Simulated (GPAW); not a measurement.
# RPBE/real-space grid (scalar-relativistic datasets) run of SnBrCl (SMILES [Cl][Sn][Br])

We compute ionisation energies of SnBrCl. The job is set up through an ASE script.

The calculation is run with GPAW 26.7.0.

1 further run of the same task is left out (set aside as unsound or not needed).

**1. Starting point**

The species is SnBrCl (3 atoms), meant as a singlet with charge 0. SMILES: `[Cl][Sn][Br]`. Geometry: a GFN2-xTB relaxation, a rough one for these elements and not checked as a minimum.

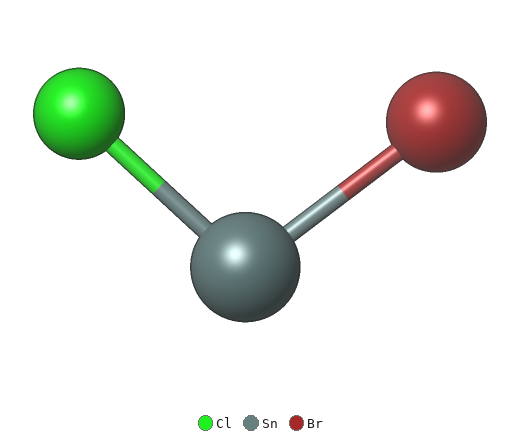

The structure, seen from a chosen angle (chlorine green, tin teal, bromine red).

**2. Ionisation energies at RPBE/real-space grid (scalar-relativistic datasets)**

Input file mol.xyz:

```xyz
3

Cl     0.579410     1.767700     0.500720
Sn    -0.917100     0.194580    -0.477450
Br     0.337690    -1.962280    -0.023270
```

Input file ipea.py:

```python
from ase.io import read
from gpaw import GPAW

# Set up the molecule
mol = read('mol.xyz')
mol.center(vacuum=4.5)

energies = {}
for name, charge, unpaired in [('neutral', 0, 0), ('oxidised', 1, 1)]:
    mol.set_initial_magnetic_moments([unpaired / len(mol)] * len(mol))
    calc = GPAW(mode='fd',
                h=0.25,
                xc='RPBE',
                charge=charge,
                occupations={'name': 'fermi-dirac', 'width': 0.0, 'fixmagmom': unpaired > 0},
                maxiter=100,
                symmetry='off',
                txt=f'{name}.txt')
    mol.calc = calc
    energies[name] = mol.get_potential_energy()
    print(f'{name:10} {energies[name]:12.5f} eV')

ip = energies['oxidised'] - energies['neutral']
print(f'Vertical IP: {ip:.3f} eV')
```

Launch:

```console
$ python3 ipea.py
```

Log:

```text
neutral        -9.00493 eV
oxidised        0.53485 eV
Vertical IP: 9.540 eV
```

neutral.txt, cut to the lines that bear on the results:

```text
[...]
Number of symmetries: 1
[...]
  Number of IBZ points: 1
[...]
Spin-components: 1 (collinear spins)
Bands:           17
[...]
  Valence electrons: 28.0
[...]
  Grid points: [40 52 40]
  Charge: 0.0  # |e|
[...]
    cutoffs:
[...]
occupation numbers:
  # Zero width
[...]
xc functional:
  name: RPBE with 2 nearest neighbor stencil
[...]
|iter     |     time |      energy | eigst |  dens |
[...]
|iter:   1| 00:00:00 |   -9.732981 | +0.09 |       |
[...]
|iter:  14| 00:00:06 |   -9.004933c| -7.42c| -5.95c|
Converged in 14 steps
[...]
Energy contributions relative to reference atoms: (reference = -251487.297188)
Energy contributions:
  Kinetic:          15.067371
  Coulomb:         -16.725109
  Zero:              0.598107
  External:          0.000000
  Xc:               -7.945302
  Entropy:           0.000000
  Spinorbit:         0.000000
  ----------------------------
  Free energy:      -9.004933
  Extrapolated:     -9.004933
dipole moment: (-0.573497, 0.077578, -0.305382)  # |e|*Ang
Fermi level: -5.245
Eigenvalues  # (at kpt = [0.000, 0.000, 0.000])
| band index |      eig [eV] | occ [0-2] |
|------------|---------------|-----------|
|          0 |       -27.006 |     2.000 |
|        ... |               |           |
|          6 |       -19.414 |     2.000 |
|          7 |       -11.991 |     2.000 |
|          8 |        -8.767 |     2.000 |
|          9 |        -7.969 |     2.000 |
|         10 |        -7.955 |     2.000 |
|         11 |        -7.282 |     2.000 |
|         12 |        -7.064 |     2.000 |
|         13 |        -6.740 |     2.000 |
|         14 |        -3.751 |     0.000 |
|         15 |        -1.709 |     0.000 |
[...]
Gap: 2.989 eV
Transition (v -> c):
  (s=0, k=0, n=13, [0.00, 0.00, 0.00]) -> (s=0, k=0, n=14, [0.00, 0.00, 0.00])
No difference between direct/indirect transitions
vacuum-level: 0.000  # V
```

oxidised.txt, cut to the lines that bear on the results:

```text
[...]
Number of symmetries: 1
[...]
  Number of IBZ points: 1
[...]
Spin-components: 2 (collinear spins)
Bands:           17
[...]
  Valence electrons: 28.0
[...]
  Grid points: [40 52 40]
  Charge: 1.0  # |e|
[...]
    cutoffs:
[...]
occupation numbers:
  Fixed magnetic moment: 1.000
[...]
xc functional:
  name: RPBE with 2 nearest neighbor stencil
[...]
|iter     |     time |      energy | eigst |  dens |  magmom |
[...]
|iter:   1| 00:00:01 |   -1.936448 | +0.26 |       |  +0.9932|
[...]
|iter:  16| 00:00:13 |    0.534855c| -7.68c| -5.69c|  +1.0000|
Converged in 16 steps
[...]
Energy contributions relative to reference atoms: (reference = -251487.297188)
Energy contributions:
  Kinetic:           0.342384
  Coulomb:          -0.581227
  Zero:              0.583295
  External:          0.000000
  Xc:                0.190402
  Entropy:           0.000000
  Spinorbit:         0.000000
  ----------------------------
  Free energy:       0.534855
  Extrapolated:      0.534855
dipole moment: (4.674581, 6.367383, 4.559421)  # |e|*Ang
Total magnetic moment: (0.000000, 0.000000, 1.000000)
Local magnetic moments
|        x |        y |        z |
|----------|----------|----------|
| 0.000000 | 0.000000 | 0.121639 |  # Cl   0
| 0.000000 | 0.000000 | 0.147101 |  # Sn   1
| 0.000000 | 0.000000 | 0.275189 |  # Br   2
Fermi levels: -10.895, -12.548
Eigenvalues  # (at kpt = [0.000, 0.000, 0.000])
| band index |      eig [eV] | occ [0-1] |      eig [eV] | occ [0-1] |
|------------|---------------|-----------|---------------|-----------|
|          0 |       -33.532 |     1.000 |       -33.476 |     1.000 |
|        ... |               |           |               |           |
|          6 |       -25.714 |     1.000 |       -25.356 |     1.000 |
|          7 |       -18.145 |     1.000 |       -17.849 |     1.000 |
|          8 |       -14.983 |     1.000 |       -14.506 |     1.000 |
|          9 |       -13.791 |     1.000 |       -13.564 |     1.000 |
|         10 |       -13.615 |     1.000 |       -13.506 |     1.000 |
|         11 |       -13.116 |     1.000 |       -12.974 |     1.000 |
|         12 |       -13.101 |     1.000 |       -12.750 |     1.000 |
|         13 |       -12.965 |     1.000 |       -12.345 |     0.000 |
|         14 |        -9.444 |     0.000 |        -9.178 |     0.000 |
|         15 |        -7.403 |     0.000 |        -7.061 |     0.000 |
[...]
Gap: 2.901 eV
Transition (v -> c):
[...]
timing:  # [seconds]
  Total: 13.220  # ━━━━━━━━━━━━━━━━━━━━━━━━━━━━━━━━━━━━━━━━━━━━━━━━━━━━━━━━━━
  Init:   0.826  # ━━━╸
  SCF:   12.369  # ━━━━━━━━━━━━━━━━━━━━━━━━━━━━━━━━━━━━━━━━━━━━━━━━━━━━━━╸
Max RSS: 499.609  # MiB
```

It took 20 s on 1 thread of Arm Neoverse V2, shared host; peak memory 0.49 GiB.

**3. Summary of results**

At RPBE/real-space grid (scalar-relativistic datasets):

```
               quantity    value
first ionisation energy  9.54 eV
```
